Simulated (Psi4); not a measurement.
# B3LYP/def2-SVPD run of [PO3]− (metaphosphate (po31-) (8ci,9ci))

What is the vertical ionisation energy of [PO3]− (metaphosphate (po31-) (8ci,9ci)) at B3LYP/def2-SVPD? 

The results are computed with Psi4 1.11.

6 further runs of the same task are left out: 6 that didn't finish.

### 1 The system as given

The species is [PO3]− (4 atoms), meant as a singlet with charge -1. As SMILES, `O=P(=O)[O-]`. The coordinates come from a GFN2-xTB relaxation.

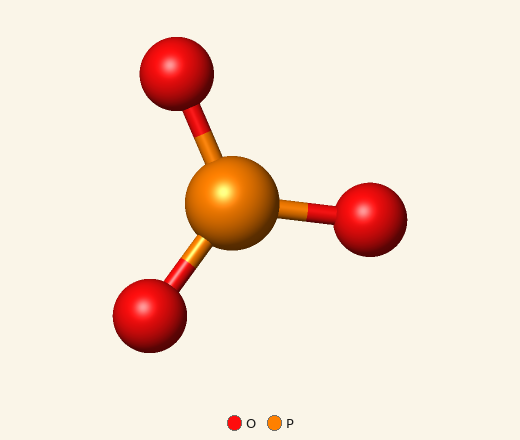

Viewed from a chosen angle; oxygen red, phosphorus orange.

### 2 Energy and gradient at B3LYP/def2-SVPD

Contents of input.dat:

```
memory 1600 MB

molecule geom {
  -1 1
  O      0.579960    -0.419440    -1.297400
  P      0.000330     0.000460    -0.000130
  O     -1.057020     1.037780     0.038020
  O      0.476740    -0.618790     1.259510
  symmetry c1
}

set basis def2-SVPD
set reference rks
set puream true
set e_convergence 1e-09
set d_convergence 1e-08
set scf_type pk
set dft_radial_points 99
set dft_spherical_points 590

e_tot, wfn = gradient('b3lyp', return_wfn=True)
oeprop(wfn, 'DIPOLE', 'LOWDIN_CHARGES', 'WIBERG_LOWDIN_INDICES', title='B3LYP')
```

On the command line:

```bash
$ psi4 -n 1 input.dat output.dat
```

output.dat (excerpt; [...] marks lines left out):

```text
[...]
  Running in c1 symmetry.
[...]
  Nuclear repulsion =  168.141609722148331
[...]
  Multiplicity = 1
[...]
  Nalpha       = 20
  Nbeta        = 20
[...]
    Number of basis functions: 93
[...]
   @RKS iter   1:  -566.39846908166885    1.38933e-01   1.24529e-02 ADIIS/DIIS
[...]
   @RKS iter  11:  -566.91415253102207   -3.52429e-12   4.84841e-09 DIIS
[...]
    Orbital Energies [Eh]
    ---------------------
    Doubly Occupied:
       1A    -76.981334     2A    -18.928391     3A    -18.928367
       4A    -18.928291     5A     -6.461030     6A     -4.630564
       7A     -4.625710     8A     -4.625705     9A     -0.839533
      10A     -0.755802    11A     -0.755621    12A     -0.307236
      13A     -0.232773    14A     -0.228004    15A     -0.227999
      16A     -0.145916    17A     -0.145867    18A     -0.127689
      19A     -0.127572    20A     -0.080676
[...]
  @RKS Final Energy:  -566.91415253102207
   => Energetics <=
    Nuclear Repulsion Energy =            168.1416097221483312
    One-Electron Energy =               -1125.4615844127283708
    Two-Electron Energy =                 430.2435495967498014
    DFT Exchange-Correlation Energy =     -39.8377274371918659
    Empirical Dispersion Energy =           0.0000000000000000
    VV10 Nonlocal Energy =                  0.0000000000000000
    Total Energy =                       -566.9141525310221823
[...]
  -Total Gradient:
     Atom            X                  Y                   Z
    ------   -----------------  -----------------  -----------------
       1       -0.014109942081     0.010125822894     0.031450734987
       2       -0.000042077638     0.000373626556    -0.000635721661
       3        0.025499612868    -0.025127933905    -0.000915157159
       4       -0.011357955920     0.014638483237    -0.029908413478
[...]
 Multipole Moments:
 ------------------------------------------------------------------------------------
     Multipole            Electronic (a.u.)      Nuclear  (a.u.)        Total (a.u.)
 ------------------------------------------------------------------------------------
 L = 1.  Multiply by 2.5417464519 to convert [e a0] to [Debye]
 Dipole X            :          0.0008390           -0.0002466            0.0005923
 Dipole Y            :          0.0018643           -0.0003445            0.0015197
 Dipole Z            :         -0.0013420            0.0000979           -0.0012441
 Magnitude           :                                                    0.0020514
[...]
```

It took 16 s on 1 thread of Intel Xeon Platinum 8375C at 2.90GHz (Ice Lake), shared host; peak memory 0.91 GiB.

### 3 Doublet neutral PO3 at the same level

Contents of job.json:

```json
{
 "schema_name": "qcschema_input",
 "schema_version": 1,
 "molecule": {
  "schema_name": "qcschema_molecule",
  "schema_version": 2,
  "symbols": ["O", "P", "O", "O"],
  "geometry": [1.09596556, -0.79262673, -2.45173067, 0.00062361, 0.00086927, -0.00024566, -1.99747831, 1.96111998, 0.07184739, 0.90090803, -1.16934363, 2.38012895],
  "molecular_charge": 0,
  "molecular_multiplicity": 2,
  "fix_symmetry": "c1",
  "fix_com": true,
  "fix_orientation": true
 },
 "driver": "gradient",
 "model": {
  "method": "b3lyp",
  "basis": "def2-SVPD"
 },
 "keywords": {
  "reference": "uks",
  "puream": true,
  "e_convergence": 1e-09,
  "d_convergence": 1e-08,
  "scf_type": "pk",
  "dft_radial_points": 99,
  "dft_spherical_points": 590,
  "maxiter": 200
 }
}
```

On the command line:

```bash
$ psi4 --qcschema job.json -n 1 --memory 1600MB
```

stdout (excerpt; [...] marks lines left out):

```text
[...]
  Running in c1 symmetry.
[...]
  Nuclear repulsion =  168.141609835801773
[...]
  Multiplicity = 2
[...]
  Nalpha       = 20
  Nbeta        = 19
[...]
    Number of basis functions: 93
[...]
   @UKS iter   1:  -566.45347058572679    8.39321e-02   9.21838e-03 ADIIS/DIIS
[...]
   @UKS iter  13:  -566.73701387213259   -9.09495e-13   9.84745e-09 DIIS
[...]
   @S^2 Observed:                7.614742665E-01
[...]
  @UKS Final Energy:  -566.73701387213259
   => Energetics <=
    Nuclear Repulsion Energy =            168.1416098358017734
    One-Electron Energy =               -1114.2617547367126463
    Two-Electron Energy =                 418.9245555631998741
    DFT Exchange-Correlation Energy =     -39.5414245344215729
    Empirical Dispersion Energy =           0.0000000000000000
    VV10 Nonlocal Energy =                  0.0000000000000000
    Total Energy =                       -566.7370138721325930
[...]
 Multipole Moments:
 ------------------------------------------------------------------------------------
     Multipole            Electronic (a.u.)      Nuclear  (a.u.)        Total (a.u.)
 ------------------------------------------------------------------------------------
 L = 1.  Multiply by 2.5417464519 to convert [e a0] to [Debye]
 Dipole X            :         -0.0034239            0.0045164            0.0010925
 Dipole Y            :         -0.0054126            0.0062360            0.0008234
 Dipole Z            :          0.0022677           -0.0017195            0.0005481
 Magnitude           :                                                    0.0014738
[...]
  -Total Gradient:
     Atom            X                  Y                   Z
    ------   -----------------  -----------------  -----------------
       1       -0.008435983941     0.006047096547     0.018689185707
       2       -0.000002262642     0.000266849655    -0.000427993739
       3        0.015144056379    -0.014938102473    -0.000593796342
       4       -0.006716147678     0.008634134754    -0.017676140493
[...]
```

The result, in JSON:

```text
{
 "driver": "gradient",
 "model": {
  "method": "b3lyp",
  "basis": "def2-SVPD"
 },
 "success": true,
 "return_result": [-0.00843598394062503, 0.00604709654681454, 0.018689185706555422, -2.2626422337923514e-06, 0.0002668496547181923, -0.0004279937390819032, 0.015144056379402193, -0.014938102472762116, -0.000593796342224652, -0.006716147678325207, 0.00863413475380198, -0.01767614049285826],
 "properties": {
  "calcinfo_nbasis": 93,
  "calcinfo_nmo": 93,
  "calcinfo_nalpha": 20,
  "calcinfo_nbeta": 19,
  "calcinfo_natom": 4,
  "nuclear_repulsion_energy": 168.14160983580177,
  "return_energy": -566.7370138721326,
  "return_gradient": [-0.00843598394062503, 0.00604709654681454, 0.018689185706555422, -2.2626422337923514e-06, 0.0002668496547181923, -0.0004279937390819032, 0.015144056379402193, -0.014938102472762116, -0.000593796342224652, -0.006716147678325207, 0.00863413475380198, -0.01767614049285826],
  "scf_one_electron_energy": -1114.2617547367126,
  "scf_two_electron_energy": 418.9245555631999,
  "scf_xc_energy": -39.54142453442157,
  "scf_dipole_moment": [0.0010925186463814907, 0.0008233772228418701, 0.000548130429077559],
  "scf_total_energy": -566.7370138721326,
  "scf_total_gradient": [-0.00843598394062503, 0.00604709654681454, 0.018689185706555422, -2.2626422337923514e-06, 0.0002668496547181923, -0.0004279937390819032, 0.015144056379402193, -0.014938102472762116, -0.000593796342224652, -0.006716147678325207, 0.00863413475380198, -0.01767614049285826],
  "scf_iterations": 13
 }
}
```

It took 28 s on 1 thread of Intel Xeon Platinum 8375C at 2.90GHz (Ice Lake), shared host; peak memory 0.91 GiB.

### 4 Results

At B3LYP/def2-SVPD:

| quantity | value |
| --- | --- |
| singlet [PO3]−: total energy | -566.91415 Eh |
| singlet [PO3]−: HOMO energy | -2.20 eV |
| singlet [PO3]−: LUMO energy | 3.74 eV |
| singlet [PO3]−: HOMO–LUMO gap (to an unbound level, set by the basis) | 5.94 eV |
| singlet [PO3]−: largest force on an atom | 1.847 eV/Å |
| doublet neutral PO3: total energy | -566.73701 Eh |
| doublet neutral PO3: dipole moment | 0.00 D |
| doublet neutral PO3: HOMO energy (highest over α and β) | -10.75 eV |
| doublet neutral PO3: LUMO energy (lowest over α and β) | -7.51 eV |
| doublet neutral PO3: ⟨S²⟩ | 0.761 |
| doublet neutral PO3: largest force on an atom | 1.099 eV/Å |
| vertical detachment energy (to the doublet neutral) | 4.820 eV |

What this shows: The vertical ionisation energy comes to 4.82 eV (465 kJ/mol). The largest force (singlet [PO3]−) is 1.85 eV/Å: the shape isn't a stationary point for this species at this level. −ε(HOMO) before ionisation, 2.20 eV, is 2.62 eV below this ionisation energy.
